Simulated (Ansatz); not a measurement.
# CH4OZn···H2: what the fields show

Input

```
crystal:
  periodic: [false, false, false]
  atoms:
    - { symbol: Zn, position_ang: [0.0, 0.0, 0.0] }
    - { symbol: O, position_ang: [0.0, 0.0, 2.14] }
    - { symbol: H, position_ang: [-0.9095, -0.2814, 2.4771] }
    - { symbol: C, position_ang: [0.0, 0.0, -1.98] }
    - { symbol: H, position_ang: [0.2799, -1.0082, -2.3505] }
    - { symbol: H, position_ang: [-1.0131, 0.2617, -2.3505] }
    - { symbol: H, position_ang: [0.7332, 0.7465, -2.3505] }
    - { symbol: H, position_ang: [1.7677, 0.1562, 0.5897] }
    - { symbol: H, position_ang: [1.3676, 0.1208, 1.5381] }
basis:
  gaussian: { orbitals: def2-SVP }
hamiltonian:
  xc: hf
relax:
  f_tol: 0.15
  max_steps: 25
  restrain:
    - { distance: [0, 7], at: 2.77, k: 30.0 }
    - { distance: [8, 1], at: 2.21, k: 30.0 }
    - { distance: [0, 1], at: 1.79, k: 30.0 }
    - { distance: [8, 7], at: 0.66, k: 30.0 }
output:
  orbitals: {}
```

Launched as:

```sh
ansatz run input.yaml --threads 1 --pin off --max-ram 2048MiB --backend cpu --events-out ev --progress --plain --runs-dir out
```

The fields are those of the run's last geometry, not of the input's.

Not at a stationary point (largest force 1.6 eV/Å).

These are results of RHF/def2-SVP in Ansatz, not measurements.

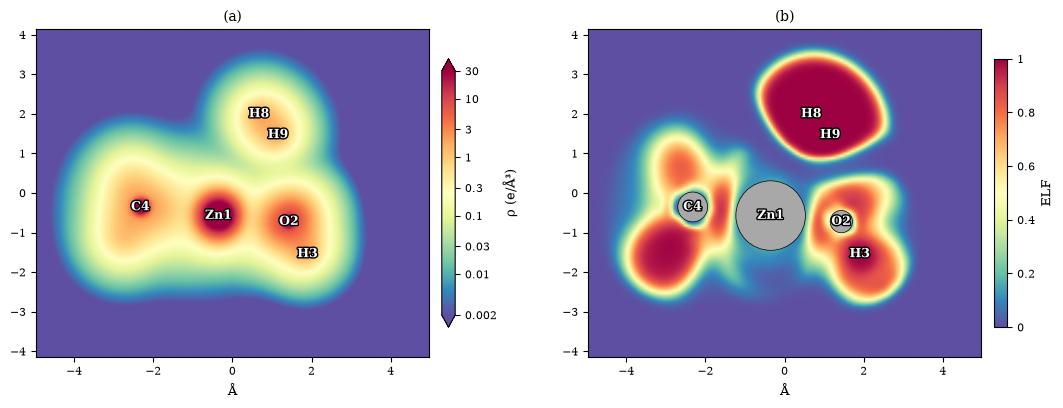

Figure 1. (a) electron density; (b) electron localisation function on the plane of atoms Zn1, O2 and H3. Grey discs cover the atomic cores in the ELF map.

Q: Interpret the plot.

A:
- The plane passes through Zn, O, H and C nuclei.
- Zn1···H9 (2.54 Å): the density falls to about 0.07 e/Å³ on the way; the ELF dips to about 0 between them.
- Zn–O (1.79 Å): ρ at the midpoint is about 0.83 e/Å³; the ELF peaks at about 0.85 in the valence shell of O, 0.6 Å from its nucleus, and is about 0.20 at the midpoint.
- C–Zn (1.98 Å): the density is about 0.71 e/Å³ at the midpoint; the ELF peaks at about 0.90 in the valence shell of C, 0.7 Å from its nucleus, and is about 0.50 at the midpoint.
- H–H (0.71 Å): ρ at the midpoint is about 1.9 e/Å³; the ELF peaks at about 1 between the atoms; a covalent bond by its length.
- O–H (0.94 Å): the density is about 3.7 e/Å³ at the midpoint; the ELF climbs to about 1 towards the hydrogen, as it does in any bond to H; a covalent bond by its length.
- The ELF also peaks beside O2, away from the bonds: lone-pair regions.

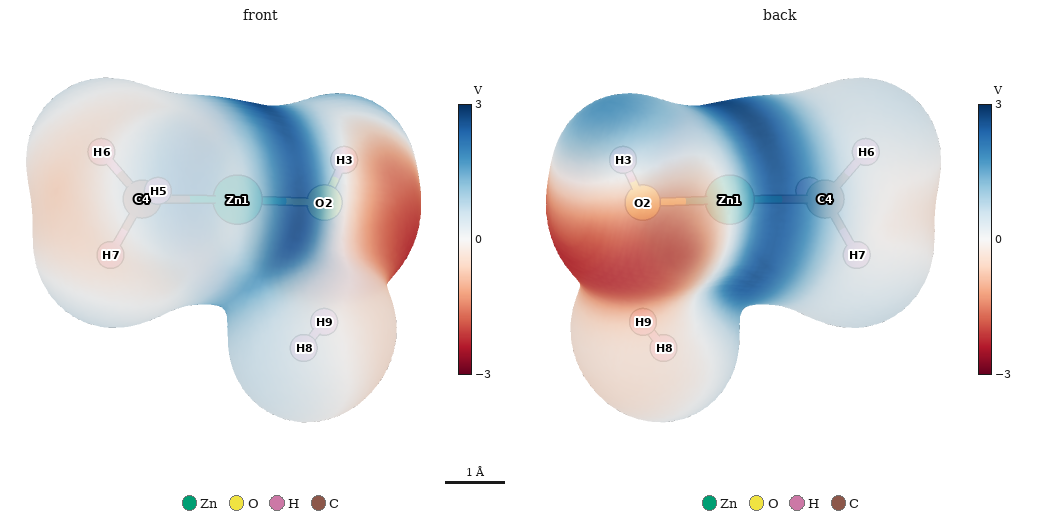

Figure 2. The electrostatic potential painted on the density surface at 0.002 e/bohr³, seen from the front and from behind; the colour scale runs from red (negative) to blue (positive).

Q: Which sites attract a positive test charge, and which a negative one?

A: A positive charge is drawn to the negative regions and a negative charge to the positive ones. The most negative region (about −2.2 V, or −51 kcal/mol for a unit charge) lies over O2, the most positive (about +2.7 V, or +62 kcal/mol for a unit charge) over Zn1. O2 is the likeliest acceptor of a hydrogen bond.

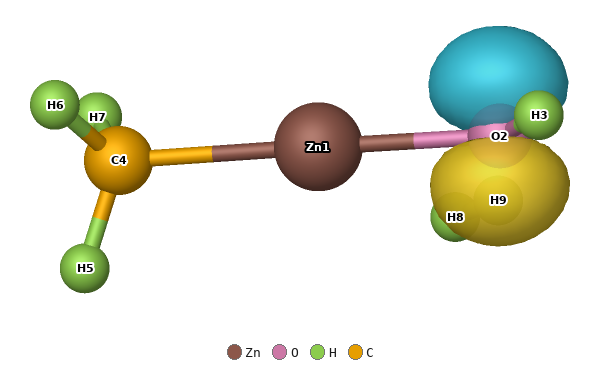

Figure 3. The HOMO−1 at ±0.3 Å⁻³ᐟ² (yellow and cyan are the two phases), seen from one side.

Q: Describe this orbital and give its energy.

A: It lies mainly on O2 (about 85 %) and Zn1 (about 10 %); largely a lone pair of O2. Its energy is −11.94 eV.
